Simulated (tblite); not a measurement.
## Run report: CH$_{10}$BClSi$_{3}$, geometry relaxation

System: CH$_{10}$BClSi$_{3}$, SMILES [SiH3]B[SiH](Cl)C[SiH3].
Method: GFN2-xTB geometry optimisation, gas phase (tblite 0.8.0).

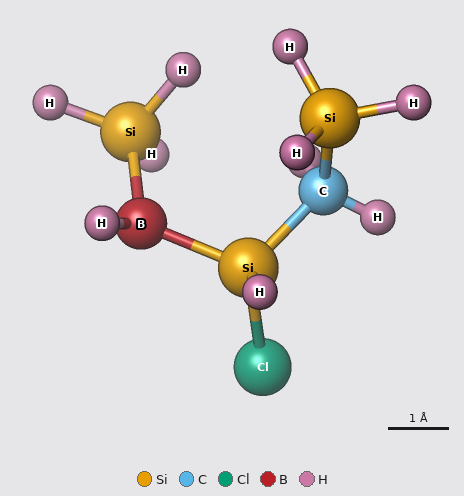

Figure 1. The input geometry (ball-and-stick view, seen at a tilt). Bond lengths as drawn: B–H 1.14 Å, B–Si 1.93 to 1.95 Å, Cl–Si 2.13 Å, C–H 1.02 to 1.03 Å, C–Si 1.86 to 1.87 Å and H–Si 1.40 to 1.44 Å.

## Results in brief

- outcome: converged
- total energy: −495.4889 eV
- hardware: 1 CPU thread, shared host
- wall time: 5.9 s
- peak memory: 0.18 GiB

## Input file
```
{"job": {"kind": "relax", "xc": "GFN2-xTB", "basis": "xTB"}, "charge": 0, "multiplicity": 1}
Si    -1.024379    -0.124234    -0.472285
C     -0.701110     0.930794     1.018907
Si     0.987395     1.702575     0.827800
Cl    -3.105181    -0.569009    -0.554659
B     -0.008239    -1.784798    -0.321857
Si     0.542263    -2.307055     1.453688
H     -0.632659     0.564861    -1.628298
H     -1.420785     1.661446     1.081281
H     -0.701700     0.343472     1.856205
H      1.903258     1.044263     1.681505
H      0.879811     3.096165     1.193919
H      1.389376     1.637041    -0.514624
H      0.740733    -1.989303    -1.161361
H      1.290356    -1.252045     2.061333
H      1.357435    -3.475866     1.395064
H     -0.618893    -2.563854     2.252324
```

The first line tells a small driver script what to run in tblite; the rest is the geometry in Å.

Launched with:
```bash
OMP_NUM_THREADS=1 python <driver script> task.json out
```

## Log
```
step      E/eV     max force
  0    -494.62063    2.620
  1    -494.95430    1.589
  2    -495.09385    0.671
  3    -495.15441    0.514
  4    -495.19055    0.585
  5    -495.23252    0.513
  6    -495.26113    0.452
  7    -495.28775    0.358
  8    -495.30890    0.389
  9    -495.32341    0.391
 10    -495.33623    0.285
 11    -495.34783    0.299
 12    -495.35587    0.239
 13    -495.36100    0.196
 14    -495.36429    0.173
 15    -495.36731    0.178
 16    -495.37176    0.221
 17    -495.37695    0.263
 18    -495.38156    0.199
 19    -495.38523    0.139
 20    -495.38875    0.165
 21    -495.39321    0.212
 22    -495.39913    0.288
 23    -495.40480    0.242
 24    -495.40867    0.156
 25    -495.41226    0.183
 26    -495.41726    0.228
 27    -495.42288    0.224
 28    -495.42786    0.222
 29    -495.43173    0.166
 30    -495.43472    0.146
 31    -495.43739    0.170
 32    -495.43987    0.155
 33    -495.44167    0.113
 34    -495.44309    0.113
 35    -495.44466    0.109
 36    -495.44613    0.101
 37    -495.44726    0.111
 38    -495.44810    0.083
 39    -495.44879    0.052
 40    -495.44945    0.058
 41    -495.45013    0.089
 42    -495.45091    0.111
 43    -495.45188    0.114
 44    -495.45292    0.097
 45    -495.45370    0.072
 46    -495.45415    0.052
 47    -495.45439    0.037
 48    -495.45458    0.034
 49    -495.45482    0.037
 50    -495.45508    0.039
 51    -495.45534    0.041
 52    -495.45557    0.041
 53    -495.45577    0.030
 54    -495.45598    0.038
 55    -495.45625    0.047
 56    -495.45668    0.053
 57    -495.45728    0.060
 58    -495.45791    0.051
 59    -495.45842    0.050
 60    -495.45889    0.053
 61    -495.45942    0.049
 62    -495.46013    0.047
 63    -495.46097    0.057
 64    -495.46175    0.053
 65    -495.46242    0.051
 66    -495.46302    0.054
 67    -495.46372    0.075
 68    -495.46480    0.099
 69    -495.46597    0.102
 70    -495.46676    0.048
 71    -495.46714    0.059
 72    -495.46744    0.039
 73    -495.46766    0.039
 74    -495.46811    0.032
 75    -495.46837    0.028
 76    -495.46868    0.036
 77    -495.46892    0.040
 78    -495.46922    0.045
 79    -495.46951    0.039
 80    -495.46980    0.043
 81    -495.47008    0.056
 82    -495.47048    0.062
 83    -495.47101    0.052
 84    -495.47161    0.054
 85    -495.47225    0.057
 86    -495.47298    0.071
 87    -495.47390    0.091
 88    -495.47495    0.082
 89    -495.47523    0.112
 90    -495.47643    0.085
 91    -495.47702    0.069
 92    -495.47885    0.066
 93    -495.47979    0.056
 94    -495.48109    0.077
 95    -495.48181    0.048
 96    -495.48242    0.065
 97    -495.48307    0.065
 98    -495.48390    0.059
 99    -495.48424    0.058
100    -495.48469    0.045
101    -495.48485    0.031
102    -495.48500    0.027
103    -495.48513    0.027
104    -495.48536    0.035
105    -495.48556    0.032
106    -495.48572    0.022
107    -495.48582    0.020
108    -495.48589    0.017
109    -495.48595    0.019
110    -495.48604    0.027
111    -495.48616    0.034
112    -495.48627    0.032
113    -495.48636    0.025
114    -495.48644    0.021
115    -495.48652    0.019
116    -495.48661    0.018
117    -495.48668    0.023
118    -495.48672    0.018
119    -495.48675    0.021
120    -495.48678    0.015
121    -495.48684    0.014
122    -495.48691    0.020
123    -495.48699    0.022
124    -495.48707    0.016
125    -495.48712    0.021
126    -495.48717    0.022
127    -495.48723    0.021
128    -495.48730    0.023
129    -495.48738    0.021
130    -495.48744    0.023
131    -495.48750    0.023
132    -495.48754    0.018
133    -495.48758    0.011
134    -495.48762    0.013
135    -495.48766    0.023
136    -495.48771    0.030
137    -495.48777    0.027
138    -495.48783    0.017
139    -495.48788    0.013
140    -495.48792    0.016
141    -495.48797    0.023
142    -495.48804    0.023
143    -495.48812    0.024
144    -495.48821    0.022
145    -495.48829    0.022
146    -495.48838    0.026
147    -495.48847    0.027
148    -495.48854    0.022
149    -495.48858    0.016
150    -495.48861    0.016
151    -495.48864    0.016
152    -495.48867    0.015
153    -495.48870    0.016
154    -495.48872    0.013
155    -495.48875    0.012
156    -495.48878    0.013
157    -495.48881    0.015
158    -495.48883    0.015
159    -495.48885    0.012
160    -495.48887    0.010
161    -495.48888    0.008
162    -495.48889    0.008
163    -495.48890    0.008
164    -495.48891    0.006
```

## Trajectory as extended XYZ (Å, eV, eV/Å), 14 of the 29 frames kept, from step=0 to step=164
```
16
Properties=species:S:1:pos:R:3:forces:R:3 step=0 energy=-494.62063
Si   -1.0244   -0.1242   -0.4723   -1.5130  -2.1340   0.1620
C    -0.7011    0.9308    1.0189    1.1930   0.0790  -1.6430
Si    0.9874    1.7026    0.8278   -0.3960   0.8390   0.6860
Cl   -3.1052   -0.5690   -0.5547    0.6660   0.3070  -0.0340
B    -0.0082   -1.7848   -0.3219    0.1760   0.9340   0.2890
Si    0.5423   -2.3071    1.4537   -0.5920  -0.3750  -0.6410
H    -0.6327    0.5649   -1.6283    0.0470   1.0390  -1.4010
H    -1.4208    1.6614    1.0813   -1.6250   1.6440   0.3690
H    -0.7017    0.3435    1.8562   -0.2560  -1.2880   2.1600
H     1.9033    1.0443    1.6815    0.7730  -0.4490   0.5820
H     0.8798    3.0962    1.1939    0.0600   0.4270   0.1480
H     1.3894    1.6370   -0.5146    0.5930  -0.0600  -1.3370
H     0.7407   -1.9893   -1.1614    0.2560  -0.4580  -0.7770
H     1.2904   -1.2520    2.0613    0.5080   0.5110   0.4330
H     1.3574   -3.4759    1.3951    0.5800  -0.7810   0.2860
H    -0.6189   -2.5639    2.2523   -0.4700  -0.2340   0.7160
16
Properties=species:S:1:pos:R:3:forces:R:3 step=12 energy=-495.35587
Si   -1.0690   -0.1705   -0.5338    0.1120   0.1990  -0.0690
C    -0.7190    0.9567    0.9785   -0.0610  -0.0510  -0.0730
Si    0.9910    1.7705    0.8492   -0.0190  -0.0210   0.0080
Cl   -3.0822   -0.5251   -0.5922   -0.0820  -0.1160   0.0420
B     0.1235   -1.7156   -0.3480   -0.0950  -0.0360   0.0030
Si    0.5401   -2.3979    1.4402    0.1020  -0.0020   0.1510
H    -0.8734    0.6763   -1.7363   -0.0580  -0.0390   0.0650
H    -1.4946    1.7163    1.0837    0.0520  -0.0050  -0.0780
H    -0.7734    0.3507    1.8856    0.0180   0.0740  -0.0300
H     1.9667    1.0853    1.6869    0.0640  -0.0670   0.1280
H     0.9307    3.1710    1.2324   -0.0220   0.1910   0.0640
H     1.4869    1.6720   -0.5231    0.0240   0.0370  -0.1080
H     0.7293   -2.0930   -1.2784   -0.0100  -0.0120   0.0070
H     1.3196   -1.3420    2.1233    0.0320  -0.0500  -0.0070
H     1.3870   -3.5938    1.5458   -0.0230  -0.0620  -0.0330
H    -0.5857   -2.6464    2.3552   -0.0360  -0.0400  -0.0710
16
Properties=species:S:1:pos:R:3:forces:R:3 step=24 energy=-495.40867
Si   -1.0589   -0.1581   -0.5556    0.1070  -0.0010   0.0780
C    -0.6932    1.0204    0.8992    0.0060   0.1100   0.0990
Si    1.0166    1.8433    0.8703    0.0330   0.0440  -0.0150
Cl   -3.0413   -0.7027   -0.4998   -0.0190  -0.0360   0.0520
B     0.1257   -1.7046   -0.3150   -0.0270  -0.1440  -0.0540
Si    0.5625   -2.4466    1.4574   -0.0240  -0.0010  -0.0420
H    -1.0109    0.6944   -1.7567    0.0200  -0.0450  -0.0770
H    -1.4487    1.8007    0.9430   -0.1050   0.0450  -0.0030
H    -0.7784    0.4626    1.8310   -0.0890  -0.0060   0.0620
H     1.9359    1.1301    1.7592    0.0160  -0.0100  -0.0090
H     0.9404    3.2430    1.2958   -0.0170  -0.0160   0.0110
H     1.5381    1.7912   -0.4961    0.0790   0.0230  -0.0550
H     0.6508   -2.1711   -1.2521    0.0470   0.0000  -0.0660
H     1.4045   -1.4711    2.1743   -0.0220   0.0050   0.0640
H     1.3469   -3.6918    1.5143   -0.0270  -0.0040  -0.0670
H    -0.6122   -2.7252    2.2997    0.0220   0.0360   0.0230
16
Properties=species:S:1:pos:R:3:forces:R:3 step=36 energy=-495.44613
Si   -0.9942   -0.1615   -0.5212   -0.0900   0.0030   0.0470
C    -0.6978    1.1268    0.8590   -0.0110   0.0340   0.0480
Si    1.0260    1.9270    0.8862    0.0760   0.0000  -0.0170
Cl   -2.9294   -0.8851   -0.3176    0.0450   0.0400   0.0220
B     0.1517   -1.7374   -0.3267    0.0420   0.0080  -0.0130
Si    0.5638   -2.5087    1.4335    0.0040  -0.0190   0.0270
H    -1.0808    0.5958   -1.7836    0.0330   0.0040  -0.0060
H    -1.4529    1.9100    0.8010   -0.0150   0.0260  -0.0780
H    -0.8578    0.6493    1.8271   -0.0090  -0.0430  -0.0030
H     1.9108    1.1669    1.7760   -0.0250   0.0020  -0.0200
H     0.9387    3.3090    1.3627   -0.0090   0.0010   0.0190
H     1.6326    1.9325   -0.4515   -0.0570  -0.0060   0.0100
H     0.5909   -2.2486   -1.2857    0.0120  -0.0100  -0.0280
H     1.4178   -1.6165    2.2398    0.0220   0.0010  -0.0340
H     1.2773   -3.7952    1.3971    0.0090  -0.0180   0.0300
H    -0.6188   -2.7497    2.2728   -0.0280  -0.0220  -0.0040
16
Properties=species:S:1:pos:R:3:forces:R:3 step=54 energy=-495.45598
Si   -0.9751   -0.1705   -0.4914   -0.0260  -0.0150   0.0240
C    -0.7113    1.1682    0.8475    0.0100   0.0030  -0.0130
Si    1.0191    1.9483    0.8937    0.0090   0.0050  -0.0010
Cl   -2.9047   -0.8770   -0.2245    0.0120   0.0080  -0.0230
B     0.1739   -1.7533   -0.3265    0.0210  -0.0080   0.0230
Si    0.5728   -2.5584    1.4237    0.0040   0.0070   0.0230
H    -1.0540    0.5579   -1.7733   -0.0100  -0.0060   0.0040
H    -1.4494    1.9576    0.7016   -0.0030   0.0000  -0.0030
H    -0.9244    0.7404    1.8284   -0.0080  -0.0070  -0.0130
H     1.9021    1.1544    1.7510    0.0050  -0.0260  -0.0100
H     0.9485    3.3140    1.4161   -0.0040   0.0150   0.0180
H     1.5858    1.9847   -0.4576    0.0050   0.0090  -0.0160
H     0.6072   -2.2491   -1.2982   -0.0040   0.0180   0.0060
H     1.4454   -1.6696    2.2162   -0.0060  -0.0140  -0.0070
H     1.2698   -3.8569    1.4164   -0.0210   0.0230  -0.0150
H    -0.6282   -2.7763    2.2460    0.0170  -0.0110   0.0040
16
Properties=species:S:1:pos:R:3:forces:R:3 step=66 energy=-495.46302
Si   -1.0012   -0.1935   -0.4641   -0.0060   0.0530  -0.0090
C    -0.7300    1.2007    0.8183   -0.0140   0.0240  -0.0110
Si    1.0126    1.9521    0.8763   -0.0130  -0.0090   0.0000
Cl   -2.9534   -0.8369   -0.2510    0.0100  -0.0230   0.0350
B     0.1819   -1.7469   -0.2721   -0.0070   0.0320   0.0190
Si    0.5827   -2.5955    1.4571    0.0030  -0.0040  -0.0190
H    -1.0529    0.4980   -1.7676    0.0180   0.0100  -0.0270
H    -1.4396    2.0015    0.6034   -0.0120  -0.0190   0.0240
H    -0.9845    0.8348    1.8151    0.0040  -0.0050  -0.0400
H     1.9011    1.0610    1.6241    0.0280  -0.0360   0.0120
H     0.9812    3.2636    1.5288   -0.0080  -0.0100   0.0100
H     1.5426    2.1085   -0.4800   -0.0080   0.0070  -0.0270
H     0.6824   -2.1681   -1.2467    0.0160  -0.0180   0.0280
H     1.4947   -1.7356    2.2396   -0.0330  -0.0340  -0.0090
H     1.2582   -3.9034    1.3813   -0.0160   0.0240   0.0180
H    -0.5980   -2.8257    2.3063    0.0380   0.0090  -0.0050
16
Properties=species:S:1:pos:R:3:forces:R:3 step=78 energy=-495.46922
Si   -1.0136   -0.1841   -0.4676   -0.0150   0.0080  -0.0020
C    -0.7555    1.2470    0.7737   -0.0160  -0.0260   0.0300
Si    1.0052    1.9448    0.8565    0.0000   0.0080  -0.0040
Cl   -2.9601   -0.8327   -0.2228    0.0120  -0.0100   0.0030
B     0.1926   -1.7122   -0.2157    0.0140   0.0140   0.0020
Si    0.5800   -2.6219    1.4850    0.0010   0.0200  -0.0100
H    -1.0487    0.4578   -1.7979   -0.0140  -0.0010  -0.0020
H    -1.4471    2.0576    0.5365    0.0190  -0.0410  -0.0040
H    -1.0350    0.8984    1.7694   -0.0030   0.0110   0.0040
H     1.8974    0.9586    1.4731    0.0000  -0.0150  -0.0030
H     1.0124    3.1764    1.6476    0.0140   0.0130   0.0170
H     1.4894    2.2330   -0.4945    0.0060   0.0140  -0.0240
H     0.7663   -2.0944   -1.1657    0.0160  -0.0040  -0.0160
H     1.5308   -1.8161    2.2741    0.0050   0.0100   0.0030
H     1.2286   -3.9365    1.3444   -0.0100  -0.0080   0.0120
H    -0.5649   -2.8613    2.3730   -0.0290   0.0090  -0.0040
16
Properties=species:S:1:pos:R:3:forces:R:3 step=90 energy=-495.47643
Si   -1.0154   -0.1981   -0.4850   -0.0590   0.0420   0.0450
C    -0.7631    1.2230    0.7713    0.0310   0.0230  -0.0010
Si    0.9997    1.9176    0.8315    0.0060  -0.0350  -0.0080
Cl   -2.9409   -0.8839   -0.1960   -0.0010  -0.0130  -0.0180
B     0.2467   -1.6649   -0.2091    0.0580  -0.0340   0.0000
Si    0.5549   -2.5709    1.5043    0.0230  -0.0440   0.0560
H    -1.0855    0.4546   -1.8054   -0.0210   0.0060  -0.0400
H    -1.4597    2.0281    0.5367   -0.0090   0.0030   0.0360
H    -1.0294    0.8680    1.7686   -0.0170   0.0090  -0.0280
H     1.8913    0.8446    1.2857    0.0380   0.0140  -0.0060
H     1.0955    3.0579    1.7441   -0.0260  -0.0010   0.0180
H     1.4091    2.3435   -0.5076    0.0090   0.0070  -0.0200
H     0.9138   -2.0115   -1.1096   -0.0010   0.0370  -0.0490
H     1.5323   -1.8123    2.3115   -0.0370  -0.0120  -0.0130
H     1.1459   -3.9116    1.3594    0.0000  -0.0290   0.0350
H    -0.6175   -2.7694    2.3685    0.0060   0.0260  -0.0070
16
Properties=species:S:1:pos:R:3:forces:R:3 step=102 energy=-495.48500
Si   -1.0267   -0.2117   -0.4914    0.0030   0.0010   0.0010
C    -0.7642    1.2062    0.7681    0.0150  -0.0040  -0.0050
Si    1.0055    1.8849    0.8016    0.0060   0.0140  -0.0020
Cl   -2.9280   -0.9517   -0.1937   -0.0090  -0.0020   0.0070
B     0.3039   -1.6234   -0.2050   -0.0120   0.0060   0.0050
Si    0.5385   -2.5478    1.5162   -0.0030  -0.0040   0.0090
H    -1.1393    0.4351   -1.8138    0.0020   0.0010  -0.0040
H    -1.4604    2.0197    0.5633   -0.0050  -0.0170  -0.0040
H    -1.0159    0.8377    1.7638    0.0010   0.0010   0.0000
H     1.9219    0.7764    1.0999    0.0130   0.0180  -0.0140
H     1.1431    2.9217    1.8274   -0.0080  -0.0030  -0.0110
H     1.3450    2.4450   -0.5095    0.0000  -0.0070   0.0260
H     1.0373   -1.8858   -1.0833    0.0040   0.0040   0.0160
H     1.5119   -1.8133    2.3481    0.0100  -0.0050  -0.0140
H     1.0688   -3.9190    1.4221   -0.0120   0.0110   0.0030
H    -0.6636   -2.6597    2.3552   -0.0060  -0.0120  -0.0130
16
Properties=species:S:1:pos:R:3:forces:R:3 step=114 energy=-495.48644
Si   -1.0314   -0.2216   -0.4908   -0.0050   0.0020  -0.0130
C    -0.7632    1.2059    0.7562    0.0110   0.0000  -0.0040
Si    1.0064    1.8850    0.7900    0.0130   0.0120   0.0040
Cl   -2.9295   -0.9623   -0.1751   -0.0010   0.0010   0.0040
B     0.3177   -1.6084   -0.1861   -0.0160  -0.0100  -0.0080
Si    0.5262   -2.5535    1.5249    0.0040  -0.0040   0.0080
H    -1.1536    0.4130   -1.8185    0.0030  -0.0030   0.0030
H    -1.4583    2.0174    0.5397    0.0000  -0.0060   0.0160
H    -1.0179    0.8477    1.7551   -0.0020   0.0000  -0.0090
H     1.9421    0.7744    1.0140   -0.0110   0.0070   0.0040
H     1.1523    2.8727    1.8612   -0.0010   0.0020   0.0010
H     1.3260    2.5096   -0.4944   -0.0040   0.0050  -0.0120
H     1.0883   -1.8363   -1.0408    0.0130   0.0030  -0.0040
H     1.5204   -1.8427    2.3521    0.0010  -0.0010   0.0120
H     1.0305   -3.9325    1.4206   -0.0030  -0.0100  -0.0050
H    -0.6781   -2.6539    2.3609   -0.0030   0.0010   0.0030
16
Properties=species:S:1:pos:R:3:forces:R:3 step=132 energy=-495.48754
Si   -1.0258   -0.2281   -0.4922    0.0100   0.0060  -0.0140
C    -0.7480    1.1987    0.7544   -0.0040  -0.0010   0.0050
Si    1.0085    1.9114    0.7814    0.0010   0.0070   0.0060
Cl   -2.9272   -0.9483   -0.1526   -0.0090  -0.0070  -0.0040
B     0.3202   -1.6168   -0.1867    0.0040   0.0020   0.0110
Si    0.5126   -2.5705    1.5224    0.0000  -0.0050   0.0050
H    -1.1517    0.3963   -1.8243   -0.0010   0.0070   0.0100
H    -1.4624    1.9984    0.5575    0.0090   0.0030   0.0020
H    -0.9836    0.8263    1.7529    0.0000   0.0040   0.0050
H     1.9602    0.8182    1.0203   -0.0050   0.0040  -0.0050
H     1.1343    2.9089    1.8469   -0.0030  -0.0030  -0.0050
H     1.3181    2.5368   -0.5053   -0.0040  -0.0050  -0.0090
H     1.1069   -1.8276   -1.0313    0.0050  -0.0060   0.0000
H     1.5122   -1.8765    2.3585   -0.0030   0.0000   0.0000
H     0.9998   -3.9556    1.4127   -0.0070  -0.0030  -0.0030
H    -0.6963   -2.6572    2.3546    0.0060  -0.0030  -0.0040
16
Properties=species:S:1:pos:R:3:forces:R:3 step=144 energy=-495.48821
Si   -1.0153   -0.2259   -0.4868   -0.0010  -0.0130   0.0040
C    -0.7384    1.1947    0.7663    0.0000  -0.0010   0.0040
Si    1.0075    1.9325    0.7706   -0.0120  -0.0020   0.0000
Cl   -2.9204   -0.9487   -0.1587    0.0200   0.0040  -0.0060
B     0.3267   -1.6195   -0.1832    0.0010  -0.0150   0.0160
Si    0.5010   -2.5879    1.5195   -0.0010  -0.0030   0.0140
H    -1.1370    0.4066   -1.8141   -0.0040   0.0120  -0.0100
H    -1.4630    1.9884    0.5849   -0.0100   0.0040  -0.0070
H    -0.9542    0.8162    1.7665   -0.0060  -0.0080   0.0110
H     1.9767    0.8593    1.0256    0.0010   0.0020   0.0000
H     1.1126    2.9519    1.8168    0.0150   0.0040  -0.0030
H     1.2967    2.5339   -0.5320    0.0060   0.0050  -0.0060
H     1.1212   -1.8335   -1.0199   -0.0060   0.0140  -0.0090
H     1.5029   -1.9072    2.3642    0.0000  -0.0070  -0.0030
H     0.9711   -3.9786    1.4013   -0.0010   0.0070  -0.0010
H    -0.7104   -2.6676    2.3480    0.0000  -0.0020  -0.0030
16
Properties=species:S:1:pos:R:3:forces:R:3 step=156 energy=-495.48878
Si   -1.0041   -0.2240   -0.4809    0.0020   0.0040   0.0090
C    -0.7360    1.1946    0.7774   -0.0070  -0.0010  -0.0030
Si    1.0027    1.9507    0.7583   -0.0090  -0.0090  -0.0050
Cl   -2.9072   -0.9550   -0.1696   -0.0040   0.0010  -0.0010
B     0.3345   -1.6195   -0.1730    0.0060  -0.0090  -0.0020
Si    0.4907   -2.6048    1.5224    0.0070  -0.0040   0.0000
H    -1.1223    0.4196   -1.8039    0.0020  -0.0020  -0.0050
H    -1.4726    1.9787    0.6007    0.0040   0.0010   0.0060
H    -0.9401    0.8115    1.7789    0.0070   0.0040  -0.0080
H     1.9841    0.8885    1.0147   -0.0030   0.0000  -0.0030
H     1.1176    2.9824    1.7907    0.0020   0.0080   0.0060
H     1.2741    2.5416   -0.5535    0.0000  -0.0030   0.0040
H     1.1347   -1.8242   -1.0072   -0.0050   0.0030   0.0090
H     1.5004   -1.9463    2.3751   -0.0020  -0.0020   0.0000
H     0.9446   -3.9996    1.3914   -0.0010   0.0050  -0.0030
H    -0.7234   -2.6798    2.3474    0.0010   0.0040  -0.0040
16
Properties=species:S:1:pos:R:3:forces:R:3 step=164 energy=-495.48891
Si   -1.0024   -0.2244   -0.4780   -0.0020   0.0000   0.0000
C    -0.7372    1.1972    0.7772    0.0010  -0.0010   0.0010
Si    0.9995    1.9565    0.7516    0.0050  -0.0010  -0.0020
Cl   -2.9070   -0.9535   -0.1718   -0.0010   0.0010   0.0000
B     0.3386   -1.6166   -0.1640    0.0030   0.0000  -0.0010
Si    0.4884   -2.6129    1.5252    0.0010   0.0000   0.0020
H    -1.1144    0.4135   -1.8046    0.0000  -0.0010   0.0010
H    -1.4760    1.9799    0.6046   -0.0020  -0.0040  -0.0010
H    -0.9348    0.8133    1.7795   -0.0010   0.0020   0.0010
H     1.9835    0.8931    0.9935   -0.0030   0.0000   0.0000
H     1.1225    2.9824    1.7891   -0.0010   0.0010   0.0030
H     1.2617    2.5562   -0.5578    0.0010   0.0000  -0.0030
H     1.1481   -1.8100   -0.9915   -0.0010   0.0000   0.0020
H     1.5023   -1.9667    2.3823   -0.0010  -0.0030  -0.0010
H     0.9311   -4.0102    1.3841    0.0010   0.0030  -0.0020
H    -0.7263   -2.6834    2.3494   -0.0010   0.0020  -0.0010
```
